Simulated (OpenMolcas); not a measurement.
# A workflow on C3H12GaN (SMILES C[Ga-](C)(C)[NH3+]), part 2 of 3

OpenMolcas 26.06.

### 5 The energy along one coordinate at SC-NEVPT2(2,2)/ANO-RCC-VDZP (DKH2, RICD fitting, pt2 variant SC-NEVPT2) (run 4)

Input file step4.input:

```
>>> EXPORT MOLCAS_PRINT=2
>>> COPY $CurrDir/step2.RasOrb $Project.RasOrb
>>> ForEach K in (1, 2, 3, 4, 5, 6, 7, 8, 9)

&GATEWAY
  Coord
  $CurrDir/point$K.xyz
  Basis
  ANO-RCC-VDZP
  Group
  NoSym
  RICD

&SEWARD

&RASSCF
  FileOrb
  $Project.RasOrb
  Spin
  1
  Nactel
  2 0 0
  Inactive
  33
  Ras2
  2
  OrbListing
  Nothing

&CASPT2
  SC-NEVPT2
  Frozen
  13
>>> EndDo
```

The run is started by

```console
$ export MOLCAS_MEM=1860
$ pymolcas step4.input > step4.log
```

Standard output:

```text
--- Start Module: gateway ---

                                              &GATEWAY

                       available to each process: 1.9 GB of memory, 1 thread

++    Symmetry information:
      ---------------------

                    Character Table for C1

                             E
                    a        1  x, y, xy, Rz, z, xz, Ry, yz, Rx, I
--

++    Basis set information:
      ----------------------

      Basis set label: C.ANO-RCC...3S2P1D.

      Electronic valence basis set:
      ------------------
      Associated Effective Charge   6.000000 au
      Associated Actual Charge      6.000000 au
      Nuclear Model: Point charge

      Shell  nPrim  nBasis  Cartesian Spherical Contaminant
         s      14       3        X
         p       9       2        X
         d       4       1                 X

      Basis set label: GA.ANO-RCC...5S4P2D.

      Electronic valence basis set:
      ------------------
      Associated Effective Charge  31.000000 au
      Associated Actual Charge     31.000000 au
      Nuclear Model: Point charge

      Shell  nPrim  nBasis  Cartesian Spherical Contaminant
         s      20       5        X
         p      17       4        X
         d      11       2                 X

      Basis set label: C.ANO-RCC...3S2P1D.

      Electronic valence basis set:
      ------------------
      Associated Effective Charge   6.000000 au
      Associated Actual Charge      6.000000 au
      Nuclear Model: Point charge

      Shell  nPrim  nBasis  Cartesian Spherical Contaminant
         s      14       3        X
         p       9       2        X
         d       4       1                 X

      Basis set label: N.ANO-RCC...3S2P1D.

      Electronic valence basis set:
      ------------------
      Associated Effective Charge   7.000000 au
      Associated Actual Charge      7.000000 au
      Nuclear Model: Point charge

      Shell  nPrim  nBasis  Cartesian Spherical Contaminant
         s      14       3        X
         p       9       2        X
         d       4       1                 X

      Basis set label: H.ANO-RCC...2S1P.

      Electronic valence basis set:
      ------------------
      Associated Effective Charge   1.000000 au
      Associated Actual Charge      1.000000 au
      Nuclear Model: Point charge

      Shell  nPrim  nBasis  Cartesian Spherical Contaminant
         s       8       2        X
         p       4       1        X
--

++    Molecular structure info:
      -------------------------

                    ************************************************
                    **** Cartesian Coordinates / bohr, angstrom ****
                    ************************************************

     Center  Label                x              y              z                     x              y              z
        1      C1              -1.296581       1.377635      -3.544168             -0.686121       0.729013      -1.875493
        2      GA2              0.366737      -0.368359      -0.645574              0.194069      -0.194927      -0.341623
        3      C3               3.903624       0.617511       0.212022              2.065709       0.326773       0.112197
[... 13 lines of this table left out ...]
       17      H17             -1.231555       3.467124       2.363569             -0.651711       1.834723       1.250747

                    *************************************************
                    **** InterNuclear Distances / bohr, angstrom ****
                    *************************************************

     Atom centers         bohr        angstrom
    6 H6        1 C1      1.861381        0.985000
   15 H15       5 N5      1.915085        1.013420
   16 H16       5 N5
   17 H17       5 N5
   10 H10       3 C3      2.067475        1.094061
   13 H13       4 C4
    7 H7        1 C1      2.067921        1.094297
    8 H8        1 C1
    9 H9        3 C3
   11 H11       3 C3
   12 H12       4 C4
   14 H14       4 C4
   16 H16      15 H15     3.101542        1.641265
   17 H17      15 H15
   17 H17      16 H16     3.101570        1.641280
    8 H8        6 H6      3.157544        1.670900
    7 H7        6 H6      3.157564        1.670911
   10 H10       9 H9      3.320609        1.757191
   14 H14      13 H13     3.320638        1.757206
   11 H11      10 H10     3.320658        1.757216
   13 H13      12 H12
    8 H8        7 H7      3.347208        1.771266
   11 H11       9 H9
   14 H14      12 H12
    2 GA2       1 C1      3.770540        1.995284
    3 C3        2 GA2
    4 C4        2 GA2
    5 N5        2 GA2     4.128586        2.184753
    6 H6        2 GA2     4.749787        2.513479
   10 H10       2 GA2     4.889760        2.587549
   13 H13       2 GA2
    8 H8        2 GA2     4.939266        2.613747
    9 H9        2 GA2
    7 H7        2 GA2     4.939284        2.613757
   12 H12       2 GA2     4.939310        2.613771
   11 H11       2 GA2     4.939375        2.613805
   14 H14       2 GA2
   15 H15       2 GA2     5.130062        2.714712
   16 H16       2 GA2     5.130322        2.714850
   17 H17       2 GA2     5.130342        2.714860
--

            Nuclear Potential Energy            393.76797988 au

--- Stop Module: gateway /rc=_RC_ALL_IS_WELL_ ---
--- Module gateway spent 3 seconds ---

--- Start Module: seward ---

                                              &SEWARD

                       available to each process: 1.9 GB of memory, 1 thread

[... 122 lines left out ...]
                                         RASSCF iterations: Energy and convergence statistics
[... 23 lines left out ...]
      conf/sym  11     Coeff  Weight
[... 24 lines left out ...]
      Final state energy(ies):
[... 108 lines left out ...]
      Spin density orbitals for root   1 are written to the SPDORB.1 file
[... 93 lines left out ...]
      Reference energy:       -2117.3443221553
[... 16 lines left out ...]
      Total energy:           -2118.2747830319
[... 314 lines left out ...]
      Convergence after 11 iterations
[... 16 lines left out ...]
      Natural orbitals and occupation numbers for root  1
[... 23 lines left out ...]
::    RASSCF root number  1 Total energy:  -2117.35548915
[... 117 lines left out ...]
 ###    WARNING: User changed nr of frozen orbitals.                         ###
[... 84 lines left out ...]
      Total energy:           -2118.2855692860
[... 15 lines left out ...]
      Reference weight:           0.78088
[... 320 lines left out ...]
      Note: transformation to natural orbitals
[... 12 lines left out ...]
      *                                                    Final results                                                     *
[... 20 lines left out ...]
      Von Neumann Entropy (Root   1) =  0.09537
[... 162 lines left out ...]
      Imaginary shift                            0.00
[... 40 lines left out ...]
      Reference weight:           0.78040
[... 27 lines left out ...]
::    SC-NEVPT2 Root  1     Total energy:  -2118.28101592
[... 309 lines left out ...]
      printout of CI-coefficients larger than  0.05 for root  1
[... 12 lines left out ...]
++    Final optimization conditions:
[... 51 lines left out ...]
      Dipole Moment (debye):
[... 146 lines left out ...]
 Compute H0 matrices for state    1
[... 29 lines left out ...]
  FINAL SC-NEVPT2 RESULT:
[... 239 lines left out ...]
      Nuclear repulsion energy =  391.11569577
[... 91 lines left out ...]
      energy=   -2117.300197
[... 15 lines left out ...]
      RASSCF energy for state  1                  -2117.30019674
[... 117 lines left out ...]
      Natural orbitals for root   1 are written to the RASORB.1 file
[... 92 lines left out ...]
  FINAL PC-NEVPT2 RESULT:
[... 15 lines left out ...]
      Reference energy:       -2117.3001967442
[... 305 lines left out ...]
                                         RASSCF iterations: Energy and convergence statistics
[... 23 lines left out ...]
      conf/sym  11     Coeff  Weight
[... 24 lines left out ...]
      Final state energy(ies):
[... 108 lines left out ...]
      Spin density orbitals for root   1 are written to the SPDORB.1 file
[... 93 lines left out ...]
      Reference energy:       -2117.2633174505
[... 16 lines left out ...]
      Total energy:           -2118.1858635815
[... 313 lines left out ...]
      Convergence after 12 iterations
[... 16 lines left out ...]
      Natural orbitals and occupation numbers for root  1
[... 23 lines left out ...]
::    RASSCF root number  1 Total energy:  -2117.23156012
[... 117 lines left out ...]
 ###    WARNING: User changed nr of frozen orbitals.                         ###
[... 84 lines left out ...]
      Total energy:           -2118.1510204231
[... 15 lines left out ...]
      Reference weight:           0.78070
[... 317 lines left out ...]
      Note: transformation to natural orbitals
[... 12 lines left out ...]
      *                                                    Final results                                                     *
[... 20 lines left out ...]
      Von Neumann Entropy (Root   1) =  0.81257
[... 159 lines left out ...]
      Imaginary shift                            0.00
[... 40 lines left out ...]
      Reference weight:           0.78143
[... 27 lines left out ...]
::    SC-NEVPT2 Root  1     Total energy:  -2118.12536241
[... 305 lines left out ...]
      printout of CI-coefficients larger than  0.05 for root  1
[... 12 lines left out ...]
++    Final optimization conditions:
[... 51 lines left out ...]
      Dipole Moment (debye):
[... 26 lines left out ...]
      Total       -0.4570   0.6505  -0.5601  -0.5601  -0.4815  -0.0072   0.0814   0.0814   0.0815   0.0966

                   H11      H12      H13      H14      H15      H16      H17
      Nuclear      1.0000   1.0000   1.0000   1.0000   1.0000   1.0000   1.0000
      Electronic  -0.9188  -0.9185  -0.9034  -0.9188  -0.7539  -0.7562  -0.7561

      Total        0.0812   0.0815   0.0966   0.0812   0.2461   0.2438   0.2439
--

      Natural Bond Order analysis for root number:  1

++    Natural Bond Order analysis
      ---------------------------
      Based on LoProp computed density
      -------------------------------------------------------------------------------------
      Atom A       Atom B       Bond Order
      -------------------------------------------------------------------------------------
      NBO located      0.997 non-bonded electrons on atom C1
      NBO located      1.002 non-bonded electrons on atom GA2
      NBO located      1.002 non-bonded electrons on atom GA2
      NBO located      0.997 non-bonded electrons on atom GA2
      NBO located      0.997 non-bonded electrons on atom GA2
      NBO located      0.997 non-bonded electrons on atom GA2
      NBO located      0.998 non-bonded electrons on atom GA2
      NBO located      0.998 non-bonded electrons on atom GA2
      NBO located      0.999 non-bonded electrons on atom GA2
      NBO located      1.000 non-bonded electrons on atom GA2
      NBO located      1.000 non-bonded electrons on atom GA2
      NBO located      1.000 non-bonded electrons on atom GA2
      NBO located      1.000 non-bonded electrons on atom GA2
      NBO located      1.000 non-bonded electrons on atom GA2
      NBO located      0.994 non-bonded electrons on atom C3
      NBO located      0.994 non-bonded electrons on atom C4
      NBO located      0.997 non-bonded electrons on atom N5
      The remaining   22.005 electrons are to be considered as diffuse
--

--

      Average orbitals are written to the RASORB file
      Natural orbitals for root   1 are written to the RASORB.1 file
      Spin density orbitals for root   1 are written to the SPDORB.1 file

--- Stop Module: rasscf /rc=_RC_ALL_IS_WELL_ ---
--- Module rasscf spent 16 seconds ---

--- Start Module: caspt2 ---

                                              &CASPT2

                       available to each process: 1.9 GB of memory, 1 thread

 ###############################################################################
 ###    WARNING: User changed nr of frozen orbitals.                         ###
 ###############################################################################

++    Wave function specifications:
      -----------------------------

      Number of closed shell electrons          40
      Number of electrons in active shells       2
      Max number of holes in RAS1 space          0
      Max number of electrons in RAS3 space      0
      Number of inactive orbitals               20
      Number of active orbitals                  2
      Number of secondary orbitals             108
      Spin quantum number                      0.0
      State symmetry                             1
      Number of CSFs                             3
      Number of CASSCF root(s) available         1
      NEVPT2 state passed to geometry opt.       1
      A file JOBMIX will be created
      This is a CASSCF or RASSCF reference function
--

++    Orbital specifications:
      -----------------------

      Symmetry species                           1
                                                 a
      Frozen orbitals                           13
      Inactive orbitals                         20
      Active orbitals                            2
      Secondary orbitals                       108
      Deleted orbitals                           0
      Number of basis functions                143
--

++    NEVPT2 specifications:
      ----------------------

      Type of calculation                        SS-NEVPT2
      Internal contraction for energies          partially and strongly contracted
                                                 (PC-NEVPT2 and SC-NEVPT2)
      Denominator threshold for SC-NEVPT2        1.00E-09
      Fock operator                              state-specific
      0th-order Hamiltonian                      DYALL
      IPEA shift                                 0.00
      Real shift                                 0.00
      Imaginary shift                            0.00
      The input orbitals will be transformed to quasi-canonical
--

--------------------------------------------------------------------------------
 Estimated memory requirements:
  POLY3 :                   250070
  RHS:                     2789720
  SIGMA :                  2722120
  PRPCTL:                        0
 Available workspace:    232474588

++ NEVPT2 computation for group   1

********************************************************************************
 Multi-State initialization phase begins for group   1
--------------------------------------------------------------------------------
********************************************************************************
 Compute H0 matrices for state    1
--------------------------------------------------------------------------------
--------------------------------------------------------------------------------
 H0 matrices have been computed.

********************************************************************************
  NEVPT2 EQUATION SOLUTION
--------------------------------------------------------------------------------

  Total nr of NEVPT2 parameters:
   Before reduction:     2929400
   After  reduction:     2901832

 Variance of |WF0>:       3.9142569830
-----------------------------------------------------------------------------------------------------------------------------

  FINAL PC-NEVPT2 RESULT:

      Reference energy:       -2117.1982360910
      E2 (Non-variational):      -0.9146244556
      E2 (Variational):          -0.9146244556
      Total energy:           -2118.1128605466
      Residual norm:              0.0000000000
      Reference weight:           0.78216

      Contributions to the PC-NEVPT2 correlation energy
      Active & Virtual Only:         -0.0001929712
      One Inactive Excited:          -0.0393750520
      Two Inactive Excited:          -0.8750564324

  FINAL SC-NEVPT2 RESULT:

      Reference energy:       -2117.1982360910
      E2 (Non-variational):      -0.9145791878
      E2 (Variational):          -0.9145791878
      Total energy:           -2118.1128152788
      Residual norm:              0.0000000000
      Reference weight:           0.78225

      Contributions to the SC-NEVPT2 correlation energy
      Active & Virtual only:         -0.0001930150
      One Inactive Excited:          -0.0393309722
      Two Inactive Excited:          -0.8750552007

   (Skip denominator check etc. with SC-NEVPT2 wavefunction)

   (Skipping property calculation,
    use PROP keyword to activate)
--

  Total SC-NEVPT2 energies:
::    SC-NEVPT2 Root  1     Total energy:  -2118.11281528

  A NEW JOBIPH FILE NAMED 'JOBMIX' IS PREPARED.
********************************************************************************
--- Stop Module: caspt2 /rc=_RC_ALL_IS_WELL_ ---
--- Module caspt2 spent 3 seconds ---

>>> END FOREACH

.##################.
.# Happy landing! #.
.##################.

    Timing: Wall=308.81 User=282.55 System=18.94
```

Run time: 5.2 min. Hardware: 1 thread of AMD EPYC 7R43 (Zen 3), shared host; peak memory 0.24 GiB.

The scan, from its lowest point:

| H6–C1 (Å) | energy (kJ/mol) |
| --- | --- |
| 0.985 | 28.2 |
| 1.094 | 0.0 |
| 1.203 | 11.8 |
| 1.368 | 65.6 |
| 1.586 | 156.5 |
| 1.860 | 261.7 |
| 2.188 | 353.3 |
| 2.626 | 420.5 |
| 3.282 | 453.5 |

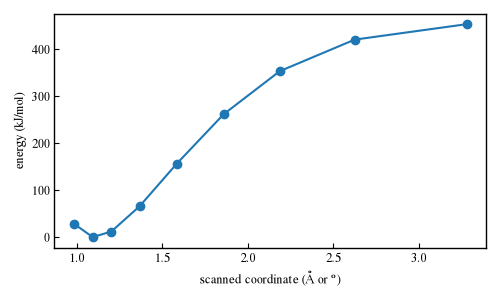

Energy along the scan.

(Continued in part 3 of 3.)
